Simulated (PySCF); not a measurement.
## Electronic structure of CuCl in real space

```xyz
2

Cu    0.0000    0.0000   -0.7437
Cl    0.0000    0.0000    1.3383
```

All numbers below come from PBE0/def2-TZVPP, non-relativistic Hamiltonian with scalar-relativistic core potentials where named, at a bond length of 2.082 Å in PySCF.

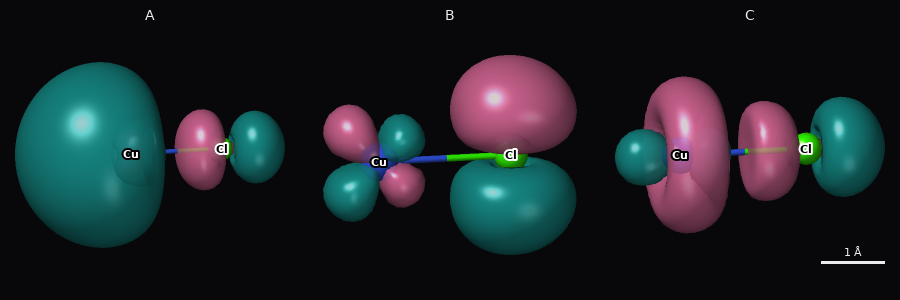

Figure 1. Three frontier orbitals, each drawn at the value that holds 80 % of its norm (teal and pink are the two phases), in no order; of a degenerate pair one member is drawn.

### Name the orbitals and rank them from lowest to highest energy.

Orbital C: σ, occupied, −7.75 eV; mainly on Cu (75 %).
Orbital B: π, occupied, −7.45 eV; shared between the atoms (Cu 30 %, Cl 70 %).
Orbital A: σ, empty, −2.91 eV; mainly on Cu (90 %).

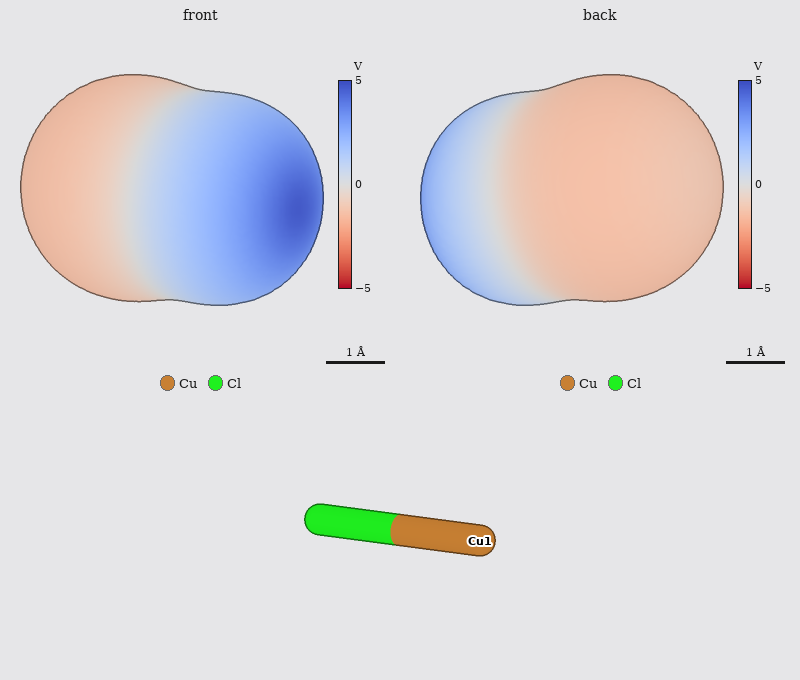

Figure 2. The molecular electrostatic potential painted on the density surface at 0.002 e/bohr³, seen from the front and from behind; the colour scale runs from red (negative) to blue (positive). The bare structure is drawn below in the same view.

### Which sites attract a positive test charge, and which a negative one?

A positive charge is drawn to the negative regions and a negative charge to the positive ones. The most negative region (about −1.4 V) lies over Cl2, the most positive (about +4.5 V) over Cu1.

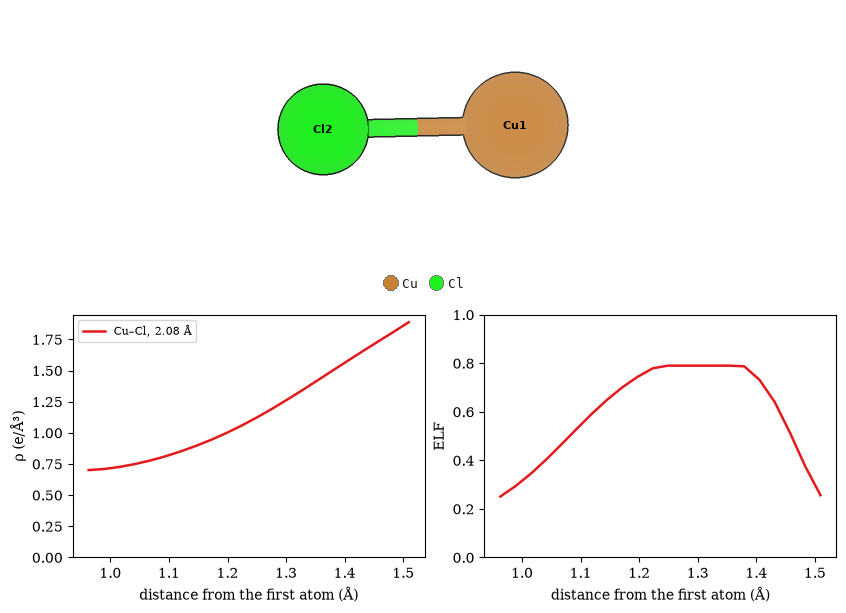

Figure 3. Total electron density and ELF along straight lines between neighbouring atoms. The curves leave out the atomic cores. The structure is drawn too.

### What can be read from the curves?

Cu–Cl (2.08 Å): ρ at the midpoint is about 0.75 e/Å³; the ELF peaks at about 0.80 in the valence shell of Cl, 0.8 Å from its nucleus, and is about 0.40 at the midpoint.
